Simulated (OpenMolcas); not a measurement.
Single-point calculation of C₅H₁₄OSi (part 2 of 2)

C₅H₁₄OSi; CASPT2/ANO-S-VDZ (OpenMolcas 26.06). The geometry comes from this level: GFN2-xTB.

Geometry of the input (Å):
```
C  0.8366  -2.6879  -1.3895
C  0.6714  -1.7372  -0.2133
O  0.0911  -0.5410  -0.6577
Si -0.2911  0.7988  0.1956
C  -1.0332  1.9271  -1.1356
C  -1.5544  0.4135  1.5767
C  1.2546  1.5823  1.0007
H  1.2852  -3.6200  -1.0557
H  -0.1325  -2.8963  -1.8350
H  1.4731  -2.2346  -2.1446
H  1.6471  -1.5254  0.2410
H  0.0322  -2.1921  0.5534
H  -1.3329  2.8756  -0.7037
H  -1.9090  1.4798  -1.5932
H  -0.3191  2.1334  -1.9255
H  -1.8880  1.3142  2.0816
H  -1.1309  -0.2431  2.3326
H  -2.4349  -0.0793  1.1734
H  1.0209  2.5184  1.4970
H  2.0189  1.7909  0.2571
H  1.6948  0.9229  1.7446
```

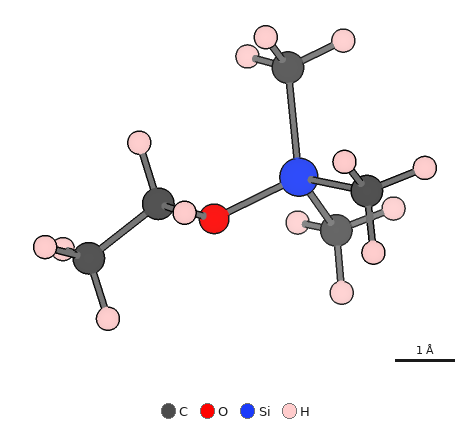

*The structure as given in the input (ball-and-stick view, seen at a tilt).*

### The program's output, continued
```
      RASSCF algorithm: LK RI/DF
      Maximum number of macro iterations       200
      Maximum number of SX iterations          100
      Threshold for RASSCF energy            1.000E-08
      Threshold for max MO rotation          1.000E-01
      Threshold for max BLB element          1.000E-04
      Level shift parameter                  5.000E-01
      Make Quasi-Newton update
--

      The MO-coefficients are taken from the file:
      step2.RasOrb
      Title: RASSCF average (pseudo-natural) orbitals

      Total molecular charge    0.00

      ************************************************************************************************************************
      *                                            Wave function control section                                             *
      ************************************************************************************************************************

                                         RASSCF iterations: Energy and convergence statistics
                                         ----------------------------------------------------

          iter iter root      energy       change     param      element    value   shift minimum  type update hh:mm:ss
 Nr of preliminary CI iterations:   1
        1   1    4    1  -561.24211377    0.00E+00  -8.54E-06   31  35 1 -1.34E-06   0.00   0.00    SX    NO    0:00:00
        2   1    3    1  -561.24211377   -1.08E-10  -5.28E-06   31  35 1 -4.41E-07   0.00   0.00    SX    NO    0:00:00
        3   1    3    1  -561.24211377   -2.97E-11  -3.42E-06   18  34 1 -2.18E-07   0.00   0.00    SX    NO    0:00:00
        4   1    2    1  -561.24211377   -1.24E-11   2.21E-06   12  95 1 -1.25E-07   0.00   0.00    SX    NO    0:00:00
      Convergence after  4 iterations
        5   1    2    1  -561.24211377   -3.41E-12   2.21E-06   12  95 1  8.27E-08   0.00   0.00    SX    NO    0:00:00

      ************************************************************************************************************************
                                                      Wave function printout:
                       occupation of active orbitals, and spin coupling of open shells (u,d: Spin up or down)
      ************************************************************************************************************************

      Note: transformation to natural orbitals
      has been made, which may change the order of the CSFs.

      printout of CI-coefficients larger than  0.05 for root  1
      energy=    -561.242114
      conf/sym  1111     Coeff  Weight
             1  2200  -0.99040 0.98090
             6  2020   0.05725 0.00328
            10  udud   0.09068 0.00822
            12  0220   0.06151 0.00378
            14  0202   0.05356 0.00287

      Natural orbitals and occupation numbers for root  1
      sym 1:   1.978247   1.983376   0.022571   0.015806

      ************************************************************************************************************************
      *                                                    Final results                                                     *
      ************************************************************************************************************************

++    Final optimization conditions:
      ------------------------------

      Average CI energy                            -561.24211377
      RASSCF energy for state  1                   -561.24211377
      Super-CI energy                                -0.00000000
      RASSCF energy change                           -0.00000000
      Max change in MO coefficients               4.369E-06
      Max non-diagonal density matrix element     2.208E-06
      Maximum BLB matrix element                  8.272E-08
      (orbital pair  12,  95 in symmetry   1)
      Norm of electronic gradient            5.113E-07
--

      Final state energy(ies):
      ------------------------

::    RASSCF root number  1 Total energy:   -561.24211377
      Von Neumann Entropy (Root   1) =  0.15575

      Mulliken population analysis for root number:  1
      -----------------------------------------------

++    Molecular charges:
      ------------------

      Mulliken charges per centre
      ---------------------------

                C1      C2      O3      SI4     C5      C6      C7      H8      H9      H10     H11     H12
      Total    6.3605  5.9783  8.9189 13.0332  6.7317  6.7760  6.8041  0.8692  0.8456  0.8455  0.8742  0.8744

      N-E     -0.3605  0.0217 -0.9189  0.9668 -0.7317 -0.7760 -0.8041  0.1308  0.1544  0.1545  0.1258  0.1256

                H13     H14     H15     H16     H17     H18     H19     H20     H21
      Total    0.8089  0.7752  0.7746  0.7824  0.7956  0.7886  0.7817  0.7874  0.7941

      N-E      0.1911  0.2248  0.2254  0.2176  0.2044  0.2114  0.2183  0.2126  0.2059

      Total electronic charge=   66.000000

      Total            charge=   -0.000000
--

      Expectation values of various properties for root number:  1
      -----------------------------------------------------------

++    Molecular properties:
      ---------------------

      Charge (e):
                      =   -0.0000
      Dipole Moment (debye):
      Origin of the operator (angstrom)=   -0.0386    0.0670   -0.0538
                   X=  2.9570E-01               Y= -1.3661E-01               Z=  1.6458E+00           Total=  1.6777E+00
      Quadrupole Moment (debye*angstrom):
      Origin of the operator (angstrom)=   -0.0386    0.0670   -0.0538
                  XX= -5.5706E+01              XY= -1.3296E+00              XZ= -3.2419E-01              YY= -5.3482E+01
                  YZ= -5.8213E-01              ZZ= -5.8262E+01
      In traceless form (debye*angstrom)
                  XX=  1.6635E-01              XY= -1.9944E+00              XZ= -4.8629E-01              YY=  3.5020E+00
                  YZ= -8.7320E-01              ZZ= -3.6684E+00
--

      LoProp population analysis for root number:  1
      -----------------------------------------------

++    LoProp analysis:
      ----------------

++    Static properties:
      ------------------

      LoProp Charges per center

                   C1       C2       O3       SI4      C5       C6       C7       H8       H9       H10
      Nuclear      6.0000   6.0000   8.0000  14.0000   6.0000   6.0000   6.0000   1.0000   1.0000   1.0000
      Electronic  -6.3461  -5.9766  -8.7048 -12.7314  -6.6530  -6.6742  -6.6884  -0.8835  -0.8730  -0.8730

      Total       -0.3461   0.0234  -0.7048   1.2686  -0.6530  -0.6742  -0.6884   0.1165   0.1270   0.1270

                   H11      H12      H13      H14      H15      H16      H17      H18      H19      H20
      Nuclear      1.0000   1.0000   1.0000   1.0000   1.0000   1.0000   1.0000   1.0000   1.0000   1.0000
      Electronic  -0.9071  -0.9072  -0.8745  -0.8603  -0.8601  -0.8617  -0.8693  -0.8631  -0.8613  -0.8626

      Total        0.0929   0.0928   0.1255   0.1397   0.1399   0.1383   0.1307   0.1369   0.1387   0.1374

                   H21
      Nuclear      1.0000
      Electronic  -0.8690

      Total        0.1310
--

      Natural Bond Order analysis for root number:  1

++    Natural Bond Order analysis
      ---------------------------
      Based on LoProp computed density
      -------------------------------------------------------------------------------------
      Atom A       Atom B       Bond Order
      -------------------------------------------------------------------------------------
      NBO located      1.000 non-bonded electrons on atom C1
      NBO located      1.000 non-bonded electrons on atom C2
      NBO located      1.000 non-bonded electrons on atom O3
      NBO located      1.000 non-bonded electrons on atom SI4
      NBO located      0.995 non-bonded electrons on atom SI4
      NBO located      0.996 non-bonded electrons on atom SI4
      NBO located      0.998 non-bonded electrons on atom SI4
      NBO located      0.998 non-bonded electrons on atom SI4
      NBO located      1.001 non-bonded electrons on atom C5
      NBO located      1.001 non-bonded electrons on atom C6
      NBO located      1.001 non-bonded electrons on atom C7
      The remaining   27.546 electrons are to be considered as diffuse
--

--

      Average orbitals are written to the RASORB file
      Natural orbitals for root   1 are written to the RASORB.1 file
      Spin density orbitals for root   1 are written to the SPDORB.1 file

--- Stop Module: rasscf /rc=_RC_ALL_IS_WELL_ ---
--- Module rasscf spent 2 seconds ---

--- Start Module: caspt2 ---

                                              &CASPT2

                       available to each process: 1.9 GB of memory, 1 thread

++    Wave function specifications:
      -----------------------------

      Number of closed shell electrons          46
      Number of electrons in active shells       4
      Max number of holes in RAS1 space          0
      Max number of electrons in RAS3 space      0
      Number of inactive orbitals               23
      Number of active orbitals                  4
      Number of secondary orbitals              60
      Spin quantum number                      0.0
      State symmetry                             1
      Number of CSFs                            20
      Number of CASSCF root(s) available         1
      CASPT2 state passed to geometry opt.       1
      A file JOBMIX will be created
      This is a CASSCF or RASSCF reference function
--

++    Orbital specifications:
      -----------------------

      Symmetry species                           1
                                                 a
      Frozen orbitals                            8
      Inactive orbitals                         23
      Active orbitals                            4
      Secondary orbitals                        60
      Deleted orbitals                           0
      Number of basis functions                 95
--

++    CASPT2 specifications:
      ----------------------

      Type of calculation                        SS-CASPT2
      Fock operator                              state-specific
      IPEA shift                                 0.25
      Real shift                                 0.00
      Imaginary shift                            0.20
      The input orbitals will be transformed to quasi-canonical
--

--------------------------------------------------------------------------------
 Estimated memory requirements:
  POLY3 :                   250840
  RHS:                     1290436
  SIGMA :                  1260160
  PRPCTL:                        0
 Available workspace:    232482755

++ CASPT2 computation for group   1

********************************************************************************
 Multi-State initialization phase begins for group   1
--------------------------------------------------------------------------------
********************************************************************************
 Compute H0 matrices for state    1
--------------------------------------------------------------------------------
--------------------------------------------------------------------------------
 H0 matrices have been computed.

********************************************************************************
  CASPT2 EQUATION SOLUTION
--------------------------------------------------------------------------------

  Total nr of CASPT2 parameters:
   Before reduction:     1493720
   After  reduction:     1488688

 Variance of |WF0>:       1.5976916359

 The contributions to the second order correlation energy in atomic units.
-----------------------------------------------------------------------------------------------------------------------------
  IT.      VJTU        VJTI        ATVX        AIVX        VJAI        BVAT        BJAT        BJAI        TOTAL       RNORM
-----------------------------------------------------------------------------------------------------------------------------
   1    -0.000408   -0.001245   -0.000903   -0.034262   -0.015348   -0.003624   -0.024000   -0.482487   -0.562278    0.008591
   2    -0.000418   -0.001272   -0.000921   -0.034763   -0.015487   -0.003710   -0.024208   -0.482981   -0.563759    0.000990
   3    -0.000418   -0.001273   -0.000922   -0.034770   -0.015482   -0.003712   -0.024192   -0.482962   -0.563730    0.000173
   4    -0.000418   -0.001273   -0.000922   -0.034767   -0.015480   -0.003712   -0.024189   -0.482951   -0.563713    0.000028
   5    -0.000418   -0.001273   -0.000922   -0.034767   -0.015480   -0.003712   -0.024189   -0.482952   -0.563713    0.000005
-----------------------------------------------------------------------------------------------------------------------------

  FINAL CASPT2 RESULT:

      Reference energy:        -561.2421137668
      E2 (Non-variational):      -0.5637136569
      Shift correction:          -0.0037579838
      E2 (Variational):          -0.5674716407
      Total energy:            -561.8095854075
      Residual norm:              0.0000007637
      Reference weight:           0.81901

      Contributions to the CASPT2 correlation energy
      Active & Virtual Only:         -0.0046341087
      One Inactive Excited:          -0.0593747342
      Two Inactive Excited:          -0.4997048140

++ Denominators, etc.
--------------------------------------------------------------------------------------------------------------
 Report on small energy denominators, large coefficients, and large energy contributions.
CASE  SYMM ACTIVE-MIX  NON-ACTIVE INDICES          DENOMINATOR     RHS VALUE       COEFFICIENT     CONTRIBUTION
--

   (Skipping property calculation,
    use PROP keyword to activate)
--

  Total CASPT2 energies:
::    CASPT2 Root  1     Total energy:   -561.80958541

  A NEW JOBIPH FILE NAMED 'JOBMIX' IS PREPARED.
********************************************************************************
--- Stop Module: caspt2 /rc=_RC_ALL_IS_WELL_ ---
--- Module caspt2 spent 2 seconds ---

.##################.
.# Happy landing! #.
.##################.

    Timing: Wall=5.84 User=5.24 System=0.58
```

### Key numbers

- outcome: converged
- total energy: −561.809585 hartree
- CASSCF energy: −561.242114 hartree
- basis functions: 95
- hardware: 1 thread of Arm Neoverse V1, 24 GiB of memory available, shared host
- wall time: 6.3 s
- peak memory: 0.083 GiB
